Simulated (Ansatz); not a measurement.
# SiO2 (P4_32_12): converging the G0W0 gap, part 2 of 2

Wanted: a G0W0 gap for SiO2 (P4_32_12) that is converged in bands and cutoff, or an estimate of the limit.

Ansatz 0.2.0; G0W0 on LDA, plane waves, PAW; PAW set soft_1. Known limits of the many-body steps: not at the basis limit; coarse k mesh.

So far. Step 4 (862 empty bands, screening to 180 eV): Against the run with 4×4×2 mesh, 400 empty bands, screening to 108 eV, PAW set soft_1 files, the gap moves by +0.19 eV. Step 5 (Changing the k mesh: 2×2×2 mesh, 400 empty bands …): Against the run with 4×4×2 mesh, 400 empty bands, screening to 108 eV, PAW set soft_1 files, the gap moves by +0.02 eV.

### 6. Changing the frequency model: 4×4×2 mesh, 400 empty bands, screening to 108 eV, plasmon pole, PAW set soft_1 files

A plasmon pole stands in for the full frequency dependence of the screening; this run shows what that costs in accuracy.

input.yaml reads:

```yaml
crystal:
  lattice:
    - [4.9329, 0.0, 0.0]
    - [0.0, 4.9329, 0.0]
    - [0.0, 0.0, 6.4645]
  atoms:
    - { symbol: Si, position: [0.817705, 0.817705, 0.5] }
    - { symbol: Si, position: [0.682295, 0.317705, 0.25] }
    - { symbol: Si, position: [0.182295, 0.182295, 0.0] }
    - { symbol: Si, position: [0.317705, 0.682295, 0.75] }
    - { symbol: O, position: [0.26834, 0.36457, 0.80193] }
    - { symbol: O, position: [0.13543, 0.76834, 0.55193] }
    - { symbol: O, position: [0.73166, 0.63543, 0.30193] }
    - { symbol: O, position: [0.86457, 0.23166, 0.05193] }
    - { symbol: O, position: [0.76834, 0.13543, 0.44807] }
    - { symbol: O, position: [0.63543, 0.73166, 0.69807] }
    - { symbol: O, position: [0.23166, 0.86457, 0.94807] }
    - { symbol: O, position: [0.36457, 0.26834, 0.19807] }
kpoints:
  mp_grid: { grid: [4, 4, 2] }
hamiltonian:
  xc: lda
  pseudopotentials: { kind: paw, azcp: { folder: soft_1 }, xc_functional: pbe }
scf:
  occupations: { method: fixed }
gw:
  n_empty_bands: 400
  ecut_chi: 108
  qp_bands: [v4, c4]
  qp_kpoints: band_edges
  screening: { model: godby_needs }
```

Command:

```bash
ansatz run input.yaml --threads 3 --pin off --max-ram 92160MiB --backend cuda --events-out ev --progress --plain --runs-dir out --devices 1 --max-vram 13GiB
```

Numbers of over 12 decimals in the logs are rounded to 6 here.

The program printed:

```text
GPUs: using 1 of 1 available (devices: 1).
[...]
GPU FFT provider: cuFFT
GPU libraries: cuBLAS 13.8.2, cuFFT 12.4.0, cuSOLVER 12.3.4
Crystal: 12 atoms, lattice volume = 157.304 Å³
Basis set: ecut = 420 eV, 3097 PW (Γ)
Bands: 44, of which v1, the nominal top of the filled ones, is band 32 counted from 1 (31 counted from 0)
Symmetry: 8 space group operations
[...]
k-points: 12 of 32
[...]
0    36     11.0016    -6.0269    -4.0036   -12.0065  0.8637    12.9955    12.9775  root
[...]
11    33     10.6760    -8.3046    -3.8931   -14.2336  0.8541    12.7322    12.7119  root
    11    34     10.6760    -8.3046    -3.8931   -14.2336  0.8541    12.7322    12.7119  root
    11    35     10.6760    -8.3046    -3.8931   -14.2336  0.8541    12.7322    12.7119  root
    11    36     10.6760    -8.3046    -3.8931   -14.2336  0.8541    12.7322    12.7119  root
[key lines of the parts left out:]
SCF converged after 8 iterations
Free energy (F): -6890.679919 eV
Fermi energy:    1.864915 eV
```

It took 32 s on 1 × NVIDIA H100 80GB HBM3 (shared by 6 runs) with 3 threads of AMD EPYC 7R13 (Zen 3), shared host; peak memory 2 GiB; 44 s of CPU time.

This step gave:

```
bands summed                                 : 432
plasmon-pole fit frequency                   : 23.69 eV
RPA ε∞ on this mesh (eigenvalues)            : 2.335, 2.402, 2.402
plane waves in the screening matrix          : 387
G0W0 gap on the mesh                         : 8.473 eV
k of the valence top                         : 0, 0, 0
k of the conduction bottom                   : 0, 0, 0
starting gap on the mesh                     : 5.480 eV
least direct G0W0 gap on the computed points : 8.473 eV
```

Against the run with 4×4×2 mesh, 400 empty bands, screening to 108 eV, PAW set soft_1 files, the gap moves by −0.02 eV.

### 7. Changing the files: 4×4×2 mesh, 400 empty bands, screening to 108 eV, hard PAW files

Other atomic data (hard PAW) test the pseudisation: the cutoff goes from 420 to 930 eV, with the same valence electrons.

This step: G0W0 on LDA, plane waves, PAW.

Edit input.yaml of step 6 so:

```diff
@@ -22,3 +22,3 @@
   xc: lda
-  pseudopotentials: { kind: paw, azcp: { folder: soft_1 }, xc_functional: pbe }
+  pseudopotentials: { kind: paw, source: ansatz }
 scf:
@@ -30,2 +30,2 @@
   qp_kpoints: band_edges
-  screening: { model: godby_needs }
+  screening: { model: contour_deformation }
```

The program printed:

```text
GPUs: using 1 of 1 available (devices: 1).
[...]
GPU FFT provider: cuFFT
GPU libraries: cuBLAS 13.8.2, cuFFT 12.4.0, cuSOLVER 12.3.4
Crystal: 12 atoms, lattice volume = 157.304 Å³
Basis set: ecut = 930 eV, 10137 PW (Γ)
Bands: 44, of which v1, the nominal top of the filled ones, is band 32 counted from 1 (31 counted from 0)
Symmetry: 8 space group operations
[...]
k-points: 12 of 32
[...]
0    36     11.0096    -5.8841    -4.0665   -11.9095  0.8577    12.9942    12.9684  root
[...]
11    33     10.6933    -8.2489    -3.9493   -14.1931  0.8473    12.7162    12.6881  root
    11    34     10.6933    -8.2489    -3.9493   -14.1931  0.8473    12.7162    12.6881  root
    11    35     10.6933    -8.2489    -3.9493   -14.1931  0.8473    12.7162    12.6881  root
    11    36     10.6933    -8.2489    -3.9493   -14.1931  0.8473    12.7162    12.6881  root
[key lines of the parts left out:]
SCF converged after 8 iterations
Free energy (F): -6890.435604 eV
Fermi energy:    1.884971 eV
```

The job ended after 30 s (1 × NVIDIA H100 80GB HBM3 (shared by 6 runs) with 3 threads; peak memory 2.4 GiB).

Numbers from this step:

- bands summed: 432
- RPA ε∞ on this mesh (eigenvalues): 2.332, 2.399, 2.399
- plane waves in the screening matrix: 387
- G0W0 gap on the mesh: 8.517 eV
- k of the valence top: 0, 0, 0
- k of the conduction bottom: 0, 0, 0
- starting gap on the mesh: 5.483 eV
- least direct G0W0 gap on the computed points: 8.517 eV

Against the run with 4×4×2 mesh, 400 empty bands, screening to 108 eV, PAW set soft_1 files, the gap moves by +0.02 eV.

### 8. The runs together

Times are wall times on 1 × NVIDIA H100 80GB HBM3 (shared by 6 runs) with 3 threads of AMD EPYC 7R13 (Zen 3), shared host, good to a factor of about two.

```csv
mesh,files,frequency,bands summed,cutoff (eV),start (eV),G0W0 (eV),time,host memory (GiB)
4×4×2,PAW set soft_1,contour deformation,173,54,5.480,8.355,11 s,1.2
4×4×2,PAW set soft_1,contour deformation,432,108,5.480,8.496,24 s,1.7
4×4×2,PAW set soft_1,contour deformation,894,180,5.480,8.687,75 s,3.2
2×2×2,PAW set soft_1,contour deformation,432,108,5.479,8.516,13 s,1.3
4×4×2,PAW set soft_1,plasmon pole,432,108,5.480,8.473,32 s,2.0
4×4×2,hard PAW,contour deformation,432,108,5.483,8.517,30 s,2.4
```

How the two edges are built up, in eV (the quasiparticle level is the starting level plus Σx plus Σc less Vxc):

```csv
run,edge,start,Σx,Σc,Vxc,Z,QP
173 bands,valence top,1.86,-26.72,4.48,-20.98,0.81,0.61
173 bands,conduction bottom,7.34,-7.89,-3.38,-12.90,0.87,8.97
432 bands,valence top,1.86,-26.72,4.27,-20.98,0.80,0.40
432 bands,conduction bottom,7.34,-7.89,-3.46,-12.90,0.86,8.89
894 bands,valence top,1.86,-26.72,4.01,-20.98,0.80,0.14
894 bands,conduction bottom,7.34,-7.89,-3.52,-12.90,0.86,8.83
```

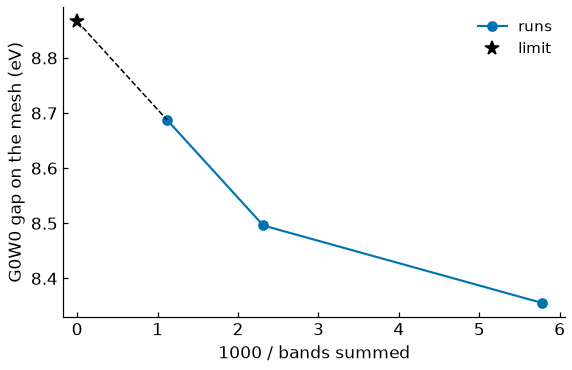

The gap against one over the number of bands; the dashed line carries the two highest rungs to the limit.

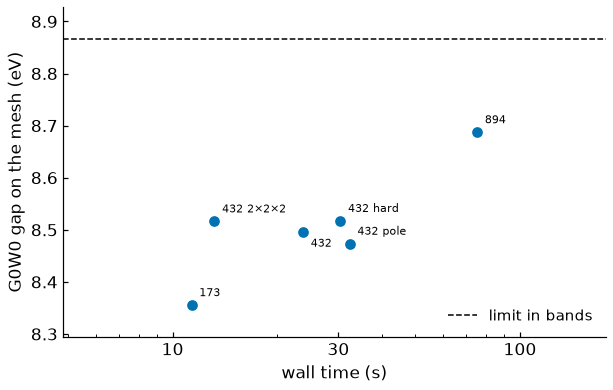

Result against wall time.

### 9. What came out

```json
{"173 bands, 54 eV": "8.355 eV", "432 bands, 108 eV": "8.496 eV", "894 bands, 180 eV": "8.687 eV", "estimated limit in bands and cutoff": "8.87 eV", "mesh and start": "4×4×2, LDA"}
```

A line in one over the bands through the two highest rungs gives 8.87 eV, +0.18 eV from the top rung; the pair below gives 8.59 eV, so the estimate is still climbing. The rungs stand 0.51 eV (173 bands), 0.37 eV (432 bands) and 0.18 eV (894 bands) from it. From 173 to 894 bands the gap moves by +0.33 eV while the time grows 6.6-fold. Σc changes by −0.47 eV at the valence top and −0.14 eV at the conduction bottom, so the valence edge carries most of the change. On the 2×2×2 mesh in place of 4×4×2 the gap differs by +0.02 eV, of which −0.001 eV is already in the start. The plasmon-pole model gives −0.02 eV against contour deformation, 1 % of the correction, and saved no time in this program. Hard PAW files move the gap by +0.02 eV at equal bands and cutoff, +0.003 eV of it in the start. The 4×4×2 mesh is coarse for this cell (its supercell is 13 Å along the shortest edge). The RPA ε∞ on it, from the LDA start, is 2.32 and 2.38; such meshes misread the long-range screening, most where the gap is narrow.

[Paths, hosts, dates, memory and timing lines, banners, echoed tables and standing remarks are left out of the program output.]

[Logs are printed without paths, hosts, clocks, repeated set-up lines and the standing remarks that a program may print on its own settings, such as how far it seeks lower states.]

[Runs of the session that timed out or met a known fault of the program may be left out.]

[Cells called generated may have been cut or substituted from an entry of the Crystallography Open Database or the Materials Project.]

[Hosts, paths, dates, database ids (printed as entryN), source tags and the programs' standing remarks are cut or masked in the printed files.]
